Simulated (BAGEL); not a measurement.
# CH4BFO2 (SMILES COB(O)F), step by step

We compute a single-point energy (HF/def2-SVP), then a single-point energy (NEVPT2(2,2)/def2-SVP) of CH4BFO2. 

Program for the calculation: BAGEL 1.2.2.

2 further runs of the same task are left out: 2 set aside as unsound or not needed.

## (1) The system as given

CH4BFO2 has 9 atoms, charge 0, and is taken as a singlet. SMILES: `COB(O)F`. Geometry: relaxed at PBE0-D4/def2-TZVP. This is one conformer, not always the lowest.

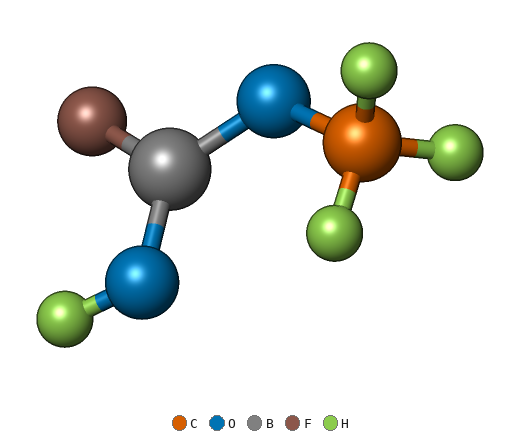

The structure, seen from a chosen angle (carbon orange, oxygen blue, boron grey, fluorine brown, hydrogen green).

## (2) A single-point energy at HF/def2-SVP (density fitting with svp-jkfit) (run 1)

The input, hf.json:

```json
{ "bagel" : [

{
  "title" : "molecule",
  "basis" : "svp",
  "df_basis" : "svp-jkfit",
  "geometry" : [
    { "atom" : "C", "xyz" : [ -1.22699539,  0.92842622, -2.05202714 ] },
    { "atom" : "O", "xyz" : [ -0.92029662,  1.30315514,  0.57561058 ] },
    { "atom" : "B", "xyz" : [  0.60546825, -0.16081569,  1.98326757 ] },
    { "atom" : "O", "xyz" : [  1.96607106, -2.10572182,  0.99153930 ] },
    { "atom" : "F", "xyz" : [  0.75872504,  0.35470159,  4.45087194 ] },
    { "atom" : "H", "xyz" : [ -3.21536522,  0.53895367, -2.44036586 ] },
    { "atom" : "H", "xyz" : [ -0.07690807, -0.63815673, -2.74234410 ] },
    { "atom" : "H", "xyz" : [ -0.68615578,  2.65884844, -3.03600754 ] },
    { "atom" : "H", "xyz" : [  2.96252365, -2.96705899,  2.23743573 ] }
  ]
},
{ "title" : "hf" },
{ "title" : "print", "file" : "orbitals.molden", "orbitals" : true }

]}
```

The run is started by

```sh
$ BAGEL_NUM_THREADS=1 BAGEL hf.json > hf.out
```

The program printed:

```text
* using 1 threads per process

  ===============================================================
  ===============================================================

  *** Geometry ***

  { "atom" : "C", "xyz" : [     -1.226995,      0.928426,     -2.052027 ] },
  { "atom" : "O", "xyz" : [     -0.920297,      1.303155,      0.575611 ] },
  { "atom" : "B", "xyz" : [      0.605468,     -0.160816,      1.983268 ] },
  { "atom" : "O", "xyz" : [      1.966071,     -2.105722,      0.991539 ] },
  { "atom" : "F", "xyz" : [      0.758725,      0.354702,      4.450872 ] },
  { "atom" : "H", "xyz" : [     -3.215365,      0.538954,     -2.440366 ] },
  { "atom" : "H", "xyz" : [     -0.076908,     -0.638157,     -2.742344 ] },
  { "atom" : "H", "xyz" : [     -0.686156,      2.658848,     -3.036008 ] },
  { "atom" : "H", "xyz" : [      2.962524,     -2.967059,      2.237436 ] },

  Number of auxiliary basis functions:      453

  Since a DF basis is specified, we compute 2- and 3-index integrals:
    o Being stored without compression. Storage requirement is 0.029 GB

  Number of basis functions:       90
  Number of electrons      :       40

    * METHOD: MOLECULE                             0.24

  *** RHF ***

  === Nuclear Repulsion ===
   174.2214529349

      * DIIS with orbital gradients will be used.

  === RHF iteration (svp) ===
      0       -313.71585352          0.02013775           0.08
      1       -313.90267326          0.01199244           0.07
      2       -313.97237516          0.00122061           0.08
      3       -313.97344976          0.00026271           0.07
      4       -313.97348702          0.00008196           0.07
      5       -313.97349142          0.00002529           0.07
      6       -313.97349190          0.00000814           0.07
      7       -313.97349197          0.00000203           0.07
      8       -313.97349197          0.00000079           0.07
      9       -313.97349197          0.00000025           0.07
     10       -313.97349197          0.00000009           0.07
     11       -313.97349197          0.00000004           0.07
     12       -313.97349197          0.00000001           0.07
     13       -313.97349197          0.00000000           0.08
    * SCF iteration converged.

    * Permanent dipole moment:
           (   -0.298750,     0.517271,     0.536073) a.u.

    * METHOD: HF                                   1.24

    * METHOD: PRINT                                0.02

  ===============================================================
```

It took 1.6 s on 1 thread of Arm Neoverse V1, shared host; peak memory 0.14 GiB.

## (3) The energy at NEVPT2(2,2)/def2-SVP (density fitting with svp-jkfit) (run 2)

The input, input.json:

```json
{ "bagel": [

{
  "title": "molecule",
  "basis": "svp",
  "df_basis": "svp-jkfit",
  "angstrom": false,
  "geometry": [
    { "atom": "C", "xyz": [ -1.22699539,  0.92842622, -2.05202714 ] },
    { "atom": "O", "xyz": [ -0.92029662,  1.30315514,  0.57561058 ] },
    { "atom": "B", "xyz": [  0.60546825, -0.16081569,  1.98326757 ] },
    { "atom": "O", "xyz": [  1.96607106, -2.10572182,  0.99153930 ] },
    { "atom": "F", "xyz": [  0.75872504,  0.35470159,  4.45087194 ] },
    { "atom": "H", "xyz": [ -3.21536522,  0.53895367, -2.44036586 ] },
    { "atom": "H", "xyz": [ -0.07690807, -0.63815673, -2.74234410 ] },
    { "atom": "H", "xyz": [ -0.68615578,  2.65884844, -3.03600754 ] },
    { "atom": "H", "xyz": [  2.96252365, -2.96705899,  2.23743573 ] }
  ]
},
{ "title": "hf" },
{ "title": "nevpt2", "nstate": 1, "nact": 2, "nclosed": 19, "active": [7, 27], "maxiter": 200, "natocc": true, "ncore": 5 },
{ "title": "print", "file": "orbitals.molden", "orbitals": true }

]}
```

The run is started by

```sh
$ BAGEL_NUM_THREADS=1 BAGEL input.json > input.out
```

The program printed:

```text
* using 1 threads per process

  ===============================================================
  ===============================================================

  *** Geometry ***

  { "atom" : "C", "xyz" : [     -1.226995,      0.928426,     -2.052027 ] },
  { "atom" : "O", "xyz" : [     -0.920297,      1.303155,      0.575611 ] },
  { "atom" : "B", "xyz" : [      0.605468,     -0.160816,      1.983268 ] },
  { "atom" : "O", "xyz" : [      1.966071,     -2.105722,      0.991539 ] },
  { "atom" : "F", "xyz" : [      0.758725,      0.354702,      4.450872 ] },
  { "atom" : "H", "xyz" : [     -3.215365,      0.538954,     -2.440366 ] },
  { "atom" : "H", "xyz" : [     -0.076908,     -0.638157,     -2.742344 ] },
  { "atom" : "H", "xyz" : [     -0.686156,      2.658848,     -3.036008 ] },
  { "atom" : "H", "xyz" : [      2.962524,     -2.967059,      2.237436 ] },

  Number of auxiliary basis functions:      453

  Since a DF basis is specified, we compute 2- and 3-index integrals:
    o Being stored without compression. Storage requirement is 0.029 GB

  Number of basis functions:       90
  Number of electrons      :       40

    * METHOD: MOLECULE                             0.23

  *** RHF ***

  === Nuclear Repulsion ===
   174.2214529349

      * DIIS with orbital gradients will be used.

  === RHF iteration (svp) ===
      0       -313.71585352          0.02013775           0.08
      1       -313.90267326          0.01199244           0.08
      2       -313.97237516          0.00122061           0.07
      3       -313.97344976          0.00026271           0.07
      4       -313.97348702          0.00008196           0.07
      5       -313.97349142          0.00002529           0.07
      6       -313.97349190          0.00000814           0.07
      7       -313.97349197          0.00000203           0.07
      8       -313.97349197          0.00000079           0.07
      9       -313.97349197          0.00000025           0.07
     10       -313.97349197          0.00000009           0.07
     11       -313.97349197          0.00000004           0.07
     12       -313.97349197          0.00000001           0.07
     13       -313.97349197          0.00000000           0.07
    * SCF iteration converged.

    * Permanent dipole moment:
           (   -0.298750,     0.517271,     0.536073) a.u.

    * METHOD: HF                                   1.22

    * freezing 5 orbitals
  ---------------------------
      CASSCF calculation
  ---------------------------

    ==== Active orbitals : =====
         Orbital 7
         Orbital 27
    ============================

    * nstate   :      1
    * nclosed  :     19
    * nact     :      2
    * nvirt    :     69
  === CASSCF iteration (svp) ===

    * Using the second-order algorithm

      0  0      -313.97354919     1.97e-05      0.03

      1  0      -313.97491690     2.56e-04      0.27

      2  0      -313.98947692     8.63e-04      0.36

      3  0      -313.99320924     3.80e-04      0.49

      4  0      -313.99352081     1.54e-04      0.46

      5  0      -313.99353384     6.06e-05      0.49

      6  0      -313.99353456     2.15e-05      0.49

      7  0      -313.99353463     7.27e-06      0.52

      8  0      -313.99353463     2.42e-06      0.54

      9  0      -313.99353464     8.02e-07      0.52

     10  0      -313.99353464     2.65e-07      0.49

     11  0      -313.99353464     8.75e-08      0.47

     12  0      -313.99353464     2.89e-08      0.41

     13  0      -313.99353464     9.52e-09      0.36

    * Second-order optimization converged. *

     guess   0:   closed 1.                   open ..

  === FCI iteration ===

      0  0      -313.97322299     1.04e-01      0.00
      1  0      -313.99350688     2.94e-03      0.00
      2  0 *    -313.99353464     2.07e-15      0.00

     * ci vector, state   0, <S^2> = 0.0000
       2.     0.9952420966
       .2    -0.0974328955

  === DF-NEVPT2 calculation ===

    * 3-index integral transformation done
    * assembly done

      NEVPT2 correlation energy:   -0.7482737786      0.29

          (+0)     -0.6426703820
          (+0)'    -0.0437088224
          (+1)     -0.0090640087
          (+1)'    -0.0000000000
          (+2)     -0.0006467126
          (-1)     -0.0464266570
          (-1)'     0.0000000000
          (-2)     -0.0057571959

      NEVPT2 total energy:       -314.7418084140

    * METHOD: NEVPT2                               6.53

    * METHOD: PRINT                                0.02

  ===============================================================
```

Run time: 8.4 s. Hardware: 1 thread of Arm Neoverse V1, shared host; peak memory 0.14 GiB.

## (4) Summary of results

| quantity | value |
| --- | --- |
| run 1, HF/def2-SVP: total energy | -313.97349 Eh |
| run 1, HF/def2-SVP: dipole moment | 2.04 D |
| run 1, HF/def2-SVP: HOMO energy | -12.81 eV |
| run 1, HF/def2-SVP: LUMO energy | 4.68 eV |
| run 1, HF/def2-SVP: HOMO–LUMO gap | 17.49 eV |
| run 2, NEVPT2(2,2)/def2-SVP: total energy | -314.74181 Eh |
